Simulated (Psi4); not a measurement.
**MP3/aug-cc-pVDZ run of B2O2 (diboron dioxide)**

What is the vertical electron affinity of B2O2 (diboron dioxide) at MP3/aug-cc-pVDZ? 

The calculation is run with Psi4 1.11.

3 further runs of the same task are left out: 2 that didn't finish, 1 set aside as unsound or not needed.

### 1 The structure to begin with

B2O2: 4 atoms, total charge 0, spin state singlet. SMILES: `O=BB=O`. Geometry: relaxed at PBE0-D4/def2-TZVP.

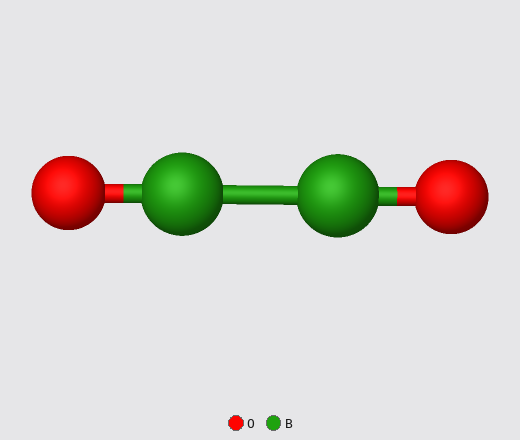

The structure, seen from a chosen angle (oxygen red, boron green).

### 2 A single-point energy at MP3/aug-cc-pVDZ

job.in

```
memory 2200 MB

molecule molecule1 {
  0 1
  O     -1.40423659     0.86882048     3.43486069
  B     -0.57126421     0.35351107     1.39673437
  B      0.57098075    -0.35322761    -1.39692335
  O      1.40450115    -0.86912284    -3.43467172
  units au
  symmetry c1
}

set globals {
  basis aug-cc-pVDZ
  puream true
  e_convergence 1e-09
  d_convergence 1e-08
  scf_type pk
  num_frozen_docc 4
  mp_type conv
}

energy("mp3")
```

Command:

```sh
$ psi4 job.in job.out -n 1
```

job.out:

```text
[...]
  Running in c1 symmetry.
[...]
  Nuclear repulsion =   66.762222939504184
[...]
  Multiplicity = 1
[...]
  Nalpha       = 13
  Nbeta        = 13
[...]
    Number of basis functions: 92
[...]
   @RHF iter   1:  -199.01088930157317   -1.50888e+00   7.65177e-03 DIIS/ADIIS
[...]
   @RHF iter  10:  -199.20766667380849   -1.08002e-12   9.17000e-09 DIIS
[...]
    Orbital Energies [Eh]
    ---------------------
    Doubly Occupied:
       1A    -20.606811     2A    -20.606808     3A     -7.695459
       4A     -7.694680     5A     -1.369499     6A     -1.368599
       7A     -0.729480     8A     -0.667034     9A     -0.643811
      10A     -0.563577    11A     -0.563577    12A     -0.541385
      13A     -0.541385
[...]
  @RHF Final Energy:  -199.20766667380849
   => Energetics <=
    Nuclear Repulsion Energy =             66.7622229395041842
    One-Electron Energy =                -404.7555704089935489
    Two-Electron Energy =                 138.7856807956808893
    Total Energy =                       -199.2076666738084896
[...]
 Multipole Moments:
 ------------------------------------------------------------------------------------
     Multipole            Electronic (a.u.)      Nuclear  (a.u.)        Total (a.u.)
 ------------------------------------------------------------------------------------
 L = 1.  Multiply by 2.5417464519 to convert [e a0] to [Debye]
 Dipole X            :         -0.0004725            0.0001644           -0.0003081
 Dipole Y            :          0.0005056           -0.0001757            0.0003298
 Dipole Z            :         -0.0003292            0.0001134           -0.0002159
 Magnitude           :                                                    0.0005003
[...]
	SCS-MP2 Total Energy (a.u.)        :  -199.73093076299014
	SOS-MP2 Total Energy (a.u.)        :  -199.72172749317764
[...]
	SOS-PI-MP2 Total Energy (a.u.)     :  -199.76127063312913
[...]
	MP2 Total Energy (a.u.)            :  -199.74933730261517
[...]
	SCS-MP3 Total Energy (a.u.)        :  -199.72789725791586
[...]
	MP3 Total Energy (a.u.)            :  -199.73720328231801
[...]
```

Run time: 21 s. Hardware: 1 thread of Intel Xeon at 2.50GHz (Skylake/Cascade Lake), shared host; peak memory 0.77 GiB.

### 3 The doublet anion, same level

job.in

```
memory 2200 mb

molecule {
  -1 2
  O     -0.743090     0.459760     1.817650
  B     -0.302300     0.187070     0.739120
  B      0.302150    -0.186920    -0.739220
  O      0.743230    -0.459920    -1.817550
  units angstrom
  symmetry c1
  no_reorient
  no_com
}

set {
  basis aug-cc-pVDZ
  reference uhf
  puream true
  e_convergence 1e-09
  d_convergence 1e-08
  scf_type pk
  num_frozen_docc 4
  maxiter 100
  mp_type conv
}

e_tot = energy('mp3')
```

Command:

```sh
$ psi4 -i job.in -o job.out -n 1
```

job.out:

```text
[...]
  Running in c1 symmetry.
[...]
  Nuclear repulsion =   66.762222931000380
[...]
  Multiplicity = 2
[...]
  Nalpha       = 14
  Nbeta        = 13
[...]
    Number of basis functions: 92
[...]
   @UHF iter   1:  -198.98591657199833   -1.48390e+00   7.90249e-03 ADIIS/DIIS
[...]
   @UHF iter  16:  -199.19999877818663   -4.46221e-12   5.95562e-09 DIIS
[...]
   @S^2 Observed:                7.607994008E-01
[...]
    Orbital Energies [Eh]
    ---------------------
    Alpha Occupied:
       1A    -20.354411     2A    -20.354410     3A     -7.432705
       4A     -7.431843     5A     -1.137512     6A     -1.136560
       7A     -0.489351     8A     -0.434920     9A     -0.400690
      10A     -0.368890    11A     -0.348148    12A     -0.328416
      13A     -0.308357    14A     -0.013523
    Alpha Virtual:
      15A      0.141999    16A      0.168954    17A      0.170704
      18A      0.181961    19A      0.183450    20A      0.191251
      21A      0.196963    22A      0.260479    23A      0.278980
      24A      0.341378    25A      0.378831    26A      0.380434
[...]
  @UHF Final Energy:  -199.19999877818663
   => Energetics <=
    Nuclear Repulsion Energy =             66.7622229310003803
    One-Electron Energy =                -411.1022980296133937
    Two-Electron Energy =                 145.1400763204263740
    Total Energy =                       -199.1999987781866253
  UHF NO Occupations:
  HONO-2 :   12  A 1.9982495
  HONO-1 :   13  A 1.9976616
[...]
 Multipole Moments:
 ------------------------------------------------------------------------------------
     Multipole            Electronic (a.u.)      Nuclear  (a.u.)        Total (a.u.)
 ------------------------------------------------------------------------------------
 L = 1.  Multiply by 2.5417464519 to convert [e a0] to [Debye]
 Dipole X            :         -0.0008543            0.0006992           -0.0001551
 Dipole Y            :          0.0011706           -0.0010016            0.0001690
 Dipole Z            :         -0.0006843            0.0005669           -0.0001174
 Magnitude           :                                                    0.0002577
[...]
	SCS-MP2 Total Energy (a.u.)        :  -199.71897275418038
	SOS-MP2 Total Energy (a.u.)        :  -199.70868280145490
[...]
	SOS-PI-MP2 Total Energy (a.u.)     :  -199.74781234170629
[...]
	MP2 Total Energy (a.u.)            :  -199.73955265963141
[...]
	SCS-MP3 Total Energy (a.u.)        :  -199.71806717764017
[...]
	MP3 Total Energy (a.u.)            :  -199.73593035347051
[...]
```

Wall time 35 s (1 thread of Intel Xeon at 2.50GHz (Skylake/Cascade Lake), shared host); peak memory 0.81 GiB.

### 4 Outcome

Level: MP3/aug-cc-pVDZ, 4 core orbitals frozen.

| quantity | value |
| --- | --- |
| singlet B2O2: total energy | -199.73720 Eh |
| singlet B2O2: HOMO energy (Hartree–Fock orbitals) | -14.73 eV |
| singlet B2O2: LUMO energy (Hartree–Fock orbitals) | 0.62 eV |
| singlet B2O2: HOMO–LUMO gap (Hartree–Fock orbitals) | 15.35 eV |
| singlet B2O2: correlation energy (4 core orbitals frozen) | -529.5 mEh |
| doublet anion: total energy | -199.73593 Eh |
| doublet anion: HOMO energy (Hartree–Fock orbitals) (highest over α and β) | -0.37 eV |
| doublet anion: LUMO energy (Hartree–Fock orbitals) (lowest over α and β) | 3.86 eV |
| doublet anion: correlation energy (4 core orbitals frozen) | -535.9 mEh |
| doublet anion: ⟨S²⟩ of the reference determinant | 0.761 |
| vertical electron affinity (to the doublet anion) | -0.035 eV |

What this shows: The anion lies 0.03 eV (0.8 kcal/mol) above the neutral: the electron isn't bound at this level, and such a value depends on the basis.
